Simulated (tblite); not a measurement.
# CH₆AlBO: geometry relaxation (part 1 of 3)

- system: CH₆AlBO
- method: GFN1-xTB, R-SCC (tblite 0.8.0)

The geometry comes from this level: GFN2-xTB.

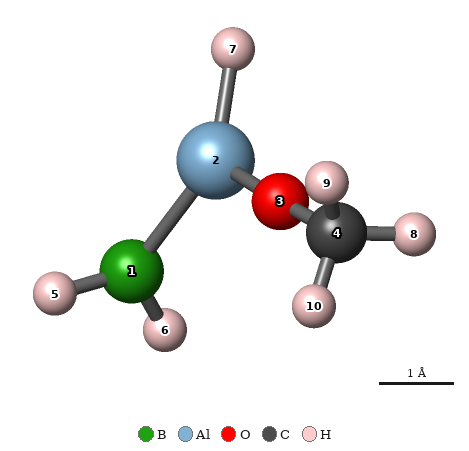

The input geometry (ball-and-stick view, seen at a tilt; atoms are numbered from 1 in the order of the input). Sticks mark near contacts.

### Input (xtb_job.py)
```python
# GFN1-xTB geometry optimisation
import json
import numpy as np
from tblite.interface import Calculator
from tblite.interface import symbols_to_numbers
from scipy.optimize import minimize

symbols = list(map(str, np.loadtxt("start.xyz", skiprows=2, usecols=0, dtype=str, ndmin=1)))
numbers = np.array(symbols_to_numbers(symbols))
positions = np.loadtxt("start.xyz", skiprows=2, usecols=(1, 2, 3), ndmin=2) / 0.529177210903

xtb = Calculator("GFN1-xTB", numbers, positions, charge=0, uhf=0)
xtb.set("verbosity", 0)
xtb.set("accuracy", 0.01)
last, frames, energies, grads = [None], [], [], []

def fun(x):
    xtb.update(x.reshape(-1, 3))
    last[0] = xtb.singlepoint(last[0])
    return float(last[0].get('energy')), last[0].get('gradient').ravel()

def show(x):
    e, g = fun(x)
    frames.append(x.reshape(-1, 3).tolist())
    energies.append(e)
    grads.append(g.reshape(-1, 3).tolist())
    print(f"{len(energies) - 1:4d} {e:16.9f} {np.abs(g).max():12.3e} {np.linalg.norm(g):12.3e}")

print("step      energy/Eh       max grad     grad norm")
show(positions.ravel())
opt = minimize(fun, positions.ravel(), jac=True, method="BFGS", callback=show, options={"gtol": 3e-05, "maxiter": 500})
print("converged:", opt.success, "-", opt.message)
fun(opt.x)
sp = last[0]
final = opt.x.reshape(-1, 3)
print("final geometry (angstrom)")
for s, p in zip(symbols, final * 0.529177210903):
    print(f"{s:<2} {p[0]:12.6f} {p[1]:12.6f} {p[2]:12.6f}")
print(f"Total energy: {sp.get('energy') * 27.211386:.8f} eV")
eps = np.atleast_2d(sp.get("orbital-energies")) * 27.211386
occ = np.atleast_2d(sp.get("orbital-occupations"))
filled = occ.sum(axis=0) if eps.shape[0] == 1 else occ[0]
homo = np.nonzero(filled > 0.5)[0].max()
print("  MO   occupation   energy/eV")
for i in range(max(0, homo - 4), min(eps.shape[1], homo + 5)):
    print(f"{i + 1:4d} {filled[i]:10.4f} {eps[0, i]:12.4f}")
mu = sp.get("dipole") * 2.541746
print(f"Dipole moment: {np.linalg.norm(mu):.4f} D, components " + " ".join(f"{c:.4f}" for c in mu))
q = sp.get("charges")
print("Charges:", " ".join(f"{s}{i + 1}={c:+.4f}" for i, (s, c) in enumerate(zip(symbols, q))))
out = {k: np.asarray(sp.get(k)).tolist() for k in ("energy", "gradient", "charges", "dipole", "orbital-energies", "orbital-occupations")}
out.update(symbols=symbols, positions=(positions * 0.529177210903).tolist(), final=final.tolist(), frames=frames, step_energies=energies, grads=grads, success=bool(opt.success))
json.dump(out, open("results.json", "w"))
```

### File start.xyz
```
10

B     -1.994120     0.959590    -0.887560
Al    -0.133990     0.161930    -1.301570
O      0.635870    -0.290690     0.096760
C      1.323830    -0.690850     1.246670
H     -2.142280     2.085080    -0.578410
H     -2.930690     0.281620    -0.662640
H      0.720110    -0.113440    -2.579270
H      1.379300    -1.780960     1.290380
H      2.337810    -0.285270     1.239140
H      0.804170    -0.327000     2.136510
```

Run on 1 thread of Intel Xeon @ 2.50GHz (Skylake/Cascade Lake), 189 GiB of memory available, shared host.

Launch command:
```bash
python xtb_job.py
```

### What the program printed
```
step      energy/Eh       max grad     grad norm
   0    -12.724530941    2.087e-02    3.864e-02
   1    -12.725767637    1.576e-02    2.594e-02
   2    -12.726944671    6.331e-03    1.154e-02
   3    -12.727099221    4.780e-03    1.016e-02
   4    -12.727316849    3.139e-03    7.027e-03
   5    -12.727410145    2.662e-03    5.631e-03
   6    -12.727454572    2.255e-03    4.841e-03
   7    -12.727497266    1.417e-03    3.510e-03
   8    -12.727514952    8.756e-04    2.466e-03
   9    -12.727524241    7.625e-04    2.030e-03
  10    -12.727531361    8.322e-04    1.990e-03
  11    -12.727539384    8.214e-04    1.887e-03
  12    -12.727545153    7.074e-04    1.446e-03
  13    -12.727548123    4.507e-04    1.061e-03
  14    -12.727549920    3.838e-04    1.029e-03
  15    -12.727552270    6.479e-04    1.215e-03
  16    -12.727555734    7.618e-04    1.438e-03
  17    -12.727559582    6.591e-04    1.400e-03
  18    -12.727562560    6.947e-04    1.165e-03
  19    -12.727564765    5.999e-04    1.103e-03
  20    -12.727567303    6.571e-04    1.280e-03
  21    -12.727570968    7.507e-04    1.549e-03
  22    -12.727575401    6.220e-04    1.584e-03
  23    -12.727579102    4.934e-04    1.246e-03
  24    -12.727581329    5.569e-04    9.637e-04
  25    -12.727582942    5.715e-04    9.999e-04
  26    -12.727585186    6.570e-04    1.270e-03
  27    -12.727588785    6.241e-04    1.653e-03
  28    -12.727594560    1.026e-03    2.051e-03
  29    -12.727603488    1.527e-03    2.423e-03
  30    -12.727615277    1.769e-03    2.670e-03
  31    -12.727627906    1.468e-03    2.617e-03
  32    -12.727639637    8.125e-04    2.179e-03
  33    -12.727646364    5.988e-04    1.509e-03
  34    -12.727649372    5.339e-04    1.062e-03
  35    -12.727651122    4.313e-04    9.808e-04
  36    -12.727653186    4.481e-04    1.106e-03
  37    -12.727655676    5.137e-04    1.189e-03
  38    -12.727657884    4.459e-04    9.686e-04
  39    -12.727659123    3.184e-04    6.658e-04
  40    -12.727659834    3.131e-04    6.423e-04
  41    -12.727660757    3.886e-04    8.499e-04
  42    -12.727662348    4.708e-04    1.174e-03
  43    -12.727665168    5.943e-04    1.554e-03
  44    -12.727670096    7.334e-04    1.969e-03
  45    -12.727678093    8.816e-04    2.347e-03
  46    -12.727688001    9.884e-04    2.372e-03
  47    -12.727693284    6.631e-04    1.652e-03
  48    -12.727697484    4.151e-04    7.925e-04
  49    -12.727698469    3.473e-04    7.268e-04
  50    -12.727699406    2.397e-04    6.469e-04
  51    -12.727700141    1.845e-04    4.545e-04
  52    -12.727700547    1.455e-04    2.833e-04
  53    -12.727700703    1.583e-04    2.511e-04
  54    -12.727700812    1.482e-04    2.528e-04
  55    -12.727700978    1.161e-04    2.638e-04
  56    -12.727701225    1.071e-04    2.892e-04
  57    -12.727701506    1.325e-04    3.215e-04
  58    -12.727701744    1.628e-04    3.373e-04
  59    -12.727701956    1.686e-04    3.407e-04
  60    -12.727702226    1.525e-04    3.513e-04
  61    -12.727702611    1.865e-04    3.731e-04
  62    -12.727703021    2.400e-04    3.512e-04
  63    -12.727703271    1.819e-04    2.493e-04
  64    -12.727703363    8.698e-05    1.669e-04
  65    -12.727703407    7.051e-05    1.506e-04
  66    -12.727703466    1.033e-04    1.805e-04
  67    -12.727703559    1.412e-04    2.375e-04
  68    -12.727703700    1.649e-04    2.799e-04
  69    -12.727703851    1.357e-04    2.568e-04
  70    -12.727703961    1.141e-04    2.039e-04
  71    -12.727704041    1.126e-04    2.040e-04
  72    -12.727704133    1.112e-04    2.532e-04
  73    -12.727704288    1.752e-04    3.286e-04
  74    -12.727704558    2.277e-04    4.190e-04
  75    -12.727705030    2.658e-04    5.292e-04
  76    -12.727705834    2.787e-04    6.751e-04
  77    -12.727707131    3.788e-04    8.857e-04
  78    -12.727709079    5.108e-04    1.192e-03
  79    -12.727711734    6.233e-04    1.482e-03
  80    -12.727715891    8.038e-04    1.733e-03
  81    -12.727722100    8.521e-04    1.839e-03
  82    -12.727730507    9.587e-04    1.752e-03
  83    -12.727737902    1.211e-03    2.171e-03
  84    -12.727742157    7.685e-04    1.752e-03
  85    -12.727748301    8.046e-04    1.313e-03
  86    -12.727752718    8.377e-04    1.337e-03
  87    -12.727755385    6.425e-04    1.273e-03
  88    -12.727759579    6.274e-04    1.485e-03
  89    -12.727766233    4.164e-04    1.182e-03
  90    -12.727770552    7.134e-04    1.784e-03
  91    -12.727777818    6.328e-04    1.534e-03
  92    -12.727788778    3.122e-04    7.302e-04
  93    -12.727793809    5.170e-04    1.266e-03
  94    -12.727800956    8.204e-04    1.719e-03
  95    -12.727811993    5.385e-04    1.147e-03
  96    -12.727818125    7.530e-04    1.447e-03
  97    -12.727828266    6.776e-04    1.394e-03
  98    -12.727842084    5.491e-04    1.322e-03
  99    -12.727850725    9.791e-04    1.717e-03
 100    -12.727860975    1.234e-03    1.847e-03
 101    -12.727872164    1.127e-03    1.697e-03
 102    -12.727881957    9.444e-04    1.742e-03
 103    -12.727889031    3.697e-04    1.033e-03
 104    -12.727891969    4.237e-04    9.291e-04
 105    -12.727894051    4.332e-04    8.069e-04
 106    -12.727896180    1.744e-04    3.904e-04
 107    -12.727896526    1.859e-04    3.349e-04
 108    -12.727896731    1.913e-04    3.978e-04
 109    -12.727897037    2.183e-04    4.582e-04
 110    -12.727897539    1.887e-04    5.040e-04
 111    -12.727898365    2.524e-04    6.715e-04
 112    -12.727899738    3.154e-04    8.204e-04
 113    -12.727902001    4.510e-04    1.067e-03
 114    -12.727905530    5.501e-04    1.204e-03
 115    -12.727909709    4.489e-04    1.191e-03
 116    -12.727912360    3.739e-04    8.995e-04
 117    -12.727914173    3.206e-04    7.092e-04
 118    -12.727915409    3.027e-04    7.247e-04
 119    -12.727917398    3.606e-04    8.450e-04
 120    -12.727920468    4.006e-04    1.006e-03
 121    -12.727924303    4.475e-04    1.087e-03
 122    -12.727927326    3.981e-04    8.843e-04
 123    -12.727929582    3.406e-04    8.062e-04
 124    -12.727931111    2.554e-04    6.348e-04
 125    -12.727932648    2.808e-04    7.012e-04
 126    -12.727933616    1.999e-04    4.743e-04
 127    -12.727933980    1.424e-04    3.688e-04
 128    -12.727934144    1.141e-04    3.129e-04
 129    -12.727934335    1.124e-04    2.836e-04
 130    -12.727934578    1.454e-04    3.263e-04
 131    -12.727934986    2.441e-04    4.282e-04
 132    -12.727935693    3.326e-04    5.543e-04
 133    -12.727936921    4.154e-04    6.926e-04
 134    -12.727939017    4.814e-04    7.987e-04
 135    -12.727942008    5.805e-04    8.886e-04
 136    -12.727943359    6.601e-04    1.013e-03
 137    -12.727944991    3.355e-04    4.899e-04
 138    -12.727945606    1.467e-04    3.439e-04
 139    -12.727945789    1.266e-04    2.397e-04
 140    -12.727945960    7.934e-05    2.010e-04
 141    -12.727946081    6.665e-05    1.257e-04
 142    -12.727946138    5.521e-05    1.135e-04
 143    -12.727946158    2.436e-05    6.024e-05
converged: True - Optimization terminated successfully.
final geometry (angstrom)
B     -1.988428     0.824513    -0.853497
Al    -0.096232     0.296811    -1.412686
O      0.660916    -0.227527     0.034213
C      1.288318    -0.661837     1.233969
H     -2.265194     1.895241    -0.373282
H     -2.888878     0.033282    -0.724272
H      0.909469     0.182017    -2.594305
H      0.751834    -1.517002     1.666972
H      2.325033    -0.969717     1.042871
H      1.303174     0.144228     1.980026
Total energy: -346.34505588 eV
  MO   occupation   energy/eV
   7     2.0000     -13.1901
   8     2.0000     -12.8451
   9     2.0000     -12.1965
  10     2.0000     -12.0350
  11     2.0000     -10.9230
  12     0.0000      -8.4587
  13     0.0000      -5.2483
  14     0.0000      -3.3754
  15     0.0000      -2.9353
Dipole moment: 1.2671 D, components -1.2017 0.4018 0.0031
Charges: B1=+0.1832 Al2=+0.3667 O3=-0.5310 C4=+0.1884 H5=-0.0612 H6=-0.0613 H7=-0.1224 H8=+0.0115 H9=+0.0147 H10=+0.0115
```

### Trajectory as extended XYZ (Å, eV, eV/Å), 47 of the 144 frames kept, from step=0 to step=143
```
10
Properties=species:S:1:pos:R:3:forces:R:3 step=0 energy=-346.25213
B    -1.9941    0.9596   -0.8876    0.8507  -0.3967  -0.0653
Al   -0.1340    0.1619   -1.3016   -0.7309   0.4062  -1.0731
O     0.6359   -0.2907    0.0968   -0.0317   0.0086  -0.0821
C     1.3238   -0.6908    1.2467    0.1946  -0.1119   0.4288
H    -2.1423    2.0851   -0.5784   -0.1945   0.5732   0.1192
H    -2.9307    0.2816   -0.6626   -0.5370  -0.2388   0.0721
H     0.7201   -0.1134   -2.5793    0.1062  -0.0457   0.0359
H     1.3793   -1.7810    1.2904    0.0862  -0.1970   0.1411
H     2.3378   -0.2853    1.2391    0.2307   0.0087   0.1295
H     0.8042   -0.3270    2.1365    0.0257  -0.0066   0.2939
10
Properties=species:S:1:pos:R:3:forces:R:3 step=3 energy=-346.32201
B    -1.9697    0.9480   -0.8841   -0.2458   0.1034   0.2025
Al   -0.1582    0.1760   -1.3466    0.0775  -0.0228  -0.1984
O     0.6322   -0.2891    0.0893   -0.0490   0.0240  -0.0984
C     1.3296   -0.6941    1.2592   -0.0671   0.0398  -0.1097
H    -2.1498    2.1035   -0.5752   -0.0243  -0.0650  -0.0257
H    -2.9491    0.2748   -0.6609    0.0239   0.0595  -0.0227
H     0.7263   -0.1160   -2.5789    0.1213  -0.0441  -0.0744
H     1.3841   -1.7894    1.2987    0.0568   0.0070   0.1143
H     2.3481   -0.2859    1.2469    0.0214  -0.0523   0.1111
H     0.8066   -0.3280    2.1516    0.0854  -0.0496   0.1015
10
Properties=species:S:1:pos:R:3:forces:R:3 step=6 energy=-346.33168
B    -1.9797    0.9518   -0.8691    0.0299  -0.0152  -0.0138
Al   -0.1601    0.1784   -1.3705   -0.0170  -0.0020   0.0929
O     0.6283   -0.2873    0.0807    0.0191  -0.0111   0.0121
C     1.3262   -0.6921    1.2549   -0.0033   0.0010  -0.0014
H    -2.1545    2.1048   -0.5753   -0.0448   0.0370   0.0375
H    -2.9536    0.2772   -0.6614   -0.0579   0.0059   0.0310
H     0.7393   -0.1207   -2.5866    0.1160  -0.0403  -0.1025
H     1.3893   -1.7890    1.3093   -0.0084   0.0703   0.0063
H     2.3504   -0.2906    1.2571   -0.0673  -0.0241   0.0054
H     0.8145   -0.3326    2.1610    0.0340  -0.0215  -0.0675
10
Properties=species:S:1:pos:R:3:forces:R:3 step=9 energy=-346.33358
B    -1.9813    0.9523   -0.8666   -0.0004   0.0005  -0.0098
Al   -0.1599    0.1780   -1.3695    0.0347  -0.0143  -0.0260
O     0.6288   -0.2876    0.0797    0.0039  -0.0040   0.0032
C     1.3251   -0.6915    1.2532    0.0075  -0.0047   0.0081
H    -2.1587    2.1068   -0.5726   -0.0232   0.0008   0.0264
H    -2.9581    0.2787   -0.6593   -0.0191   0.0137   0.0227
H     0.7501   -0.1245   -2.5949    0.0246  -0.0089   0.0055
H     1.3896   -1.7851    1.3117   -0.0143  -0.0345  -0.0144
H     2.3471   -0.2927    1.2593    0.0255   0.0234  -0.0197
H     0.8176   -0.3344    2.1588   -0.0392   0.0279   0.0040
10
Properties=species:S:1:pos:R:3:forces:R:3 step=12 energy=-346.33415
B    -1.9814    0.9523   -0.8670   -0.0273   0.0116   0.0103
Al   -0.1567    0.1765   -1.3715    0.0121  -0.0039  -0.0222
O     0.6295   -0.2883    0.0797   -0.0007  -0.0015  -0.0142
C     1.3256   -0.6918    1.2539   -0.0049   0.0027  -0.0010
H    -2.1628    2.1075   -0.5686    0.0047  -0.0364   0.0078
H    -2.9618    0.2808   -0.6559    0.0272   0.0196   0.0063
H     0.7568   -0.1269   -2.5972    0.0049  -0.0022   0.0268
H     1.3881   -1.7868    1.3110   -0.0039   0.0079   0.0001
H     2.3481   -0.2911    1.2579   -0.0075  -0.0030  -0.0022
H     0.8147   -0.3322    2.1578   -0.0047   0.0052  -0.0117
10
Properties=species:S:1:pos:R:3:forces:R:3 step=16 energy=-346.33443
B    -1.9824    0.9526   -0.8667    0.0392  -0.0179  -0.0124
Al   -0.1554    0.1761   -1.3749   -0.0236   0.0094   0.0126
O     0.6299   -0.2889    0.0773   -0.0013  -0.0004  -0.0132
C     1.3246   -0.6913    1.2530   -0.0118   0.0065  -0.0198
H    -2.1639    2.1040   -0.5648    0.0095   0.0221   0.0163
H    -2.9606    0.2836   -0.6528   -0.0114  -0.0232   0.0096
H     0.7615   -0.1286   -2.5945    0.0119  -0.0037   0.0048
H     1.3867   -1.7860    1.3109   -0.0044   0.0004   0.0036
H     2.3470   -0.2911    1.2571   -0.0016   0.0004   0.0007
H     0.8126   -0.3303    2.1554   -0.0066   0.0066  -0.0023
10
Properties=species:S:1:pos:R:3:forces:R:3 step=19 energy=-346.33468
B    -1.9800    0.9513   -0.8676   -0.0191   0.0074   0.0154
Al   -0.1564    0.1766   -1.3773    0.0121  -0.0053  -0.0043
O     0.6302   -0.2898    0.0731   -0.0043   0.0013  -0.0033
C     1.3223   -0.6901    1.2505   -0.0038   0.0014  -0.0018
H    -2.1635    2.1016   -0.5589    0.0264   0.0150   0.0062
H    -2.9594    0.2843   -0.6485    0.0044  -0.0308  -0.0002
H     0.7674   -0.1307   -2.5902    0.0024   0.0011  -0.0062
H     1.3846   -1.7845    1.3110   -0.0093  -0.0051   0.0003
H     2.3451   -0.2911    1.2561    0.0009   0.0066  -0.0032
H     0.8097   -0.3275    2.1518   -0.0097   0.0083  -0.0028
10
Properties=species:S:1:pos:R:3:forces:R:3 step=22 energy=-346.33497
B    -1.9797    0.9508   -0.8660   -0.0263   0.0096   0.0217
Al   -0.1565    0.1766   -1.3804    0.0016   0.0011  -0.0250
O     0.6299   -0.2905    0.0683    0.0050  -0.0045   0.0197
C     1.3192   -0.6885    1.2473    0.0115  -0.0073   0.0320
H    -2.1583    2.1021   -0.5515    0.0165  -0.0245  -0.0004
H    -2.9576    0.2793   -0.6441    0.0275   0.0038  -0.0032
H     0.7741   -0.1328   -2.5870   -0.0043   0.0047  -0.0182
H     1.3807   -1.7835    1.3113   -0.0114   0.0163  -0.0042
H     2.3430   -0.2902    1.2547   -0.0188  -0.0011  -0.0064
H     0.8052   -0.3233    2.1475   -0.0013   0.0019  -0.0160
10
Properties=species:S:1:pos:R:3:forces:R:3 step=25 energy=-346.33517
B    -1.9804    0.9506   -0.8635    0.0294  -0.0136  -0.0022
Al   -0.1566    0.1768   -1.3845   -0.0040   0.0015   0.0031
O     0.6298   -0.2912    0.0654   -0.0073   0.0031  -0.0007
C     1.3171   -0.6876    1.2464   -0.0082   0.0044  -0.0031
H    -2.1533    2.1005   -0.5454   -0.0002  -0.0103   0.0082
H    -2.9542    0.2758   -0.6405    0.0055   0.0057   0.0048
H     0.7792   -0.1340   -2.5860   -0.0061   0.0060  -0.0283
H     1.3769   -1.7819    1.3115   -0.0055  -0.0038   0.0046
H     2.3403   -0.2895    1.2532    0.0020   0.0017   0.0019
H     0.8013   -0.3196    2.1435   -0.0056   0.0054   0.0116
```
